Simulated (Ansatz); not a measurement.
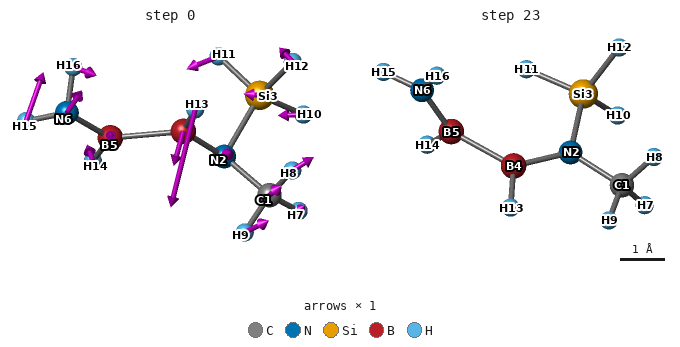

The structure of CH10B2N2Si before (left) and after (right) a relaxation, at one scale. The purple arrows give the displacements, at their true length.

The picture is a ball-and-stick view, seen at a tilt.

The run prepares an end point of a later path (inversion) calculation, from a guessed geometry.

Theory: RKS PBE/def2-SVP in Ansatz. Set-up: no spin polarisation; force threshold 0.015 eV/Å; at most 40 steps.

### Summarise the run.

H13 moves most after the best rigid fit: 2.35 Å. By element the largest moves are H 2.35 Å, B 0.83 Å, N 0.80 Å, C 0.47 Å, Si 0.39 Å. Among the contacts that change: B5–N6 1.547 → 1.404 Å, B4–H13 1.148 → 1.232 Å, N2–B4 1.503 → 1.421 Å, Si3–H11 1.445 → 1.498 Å. Bond angles that change, for instance: B5–N6–H15 105.6° → 123.5°, Si3–N2–B4 104.7° → 121.3°, B5–N6–H16 108.2° → 123.7°. Groups turn about B4–B5 by about 80°. After 23 geometry steps the energy has fallen by 59.0 kcal/mol. The largest force component goes from 3.1 to 0.015 eV/Å.
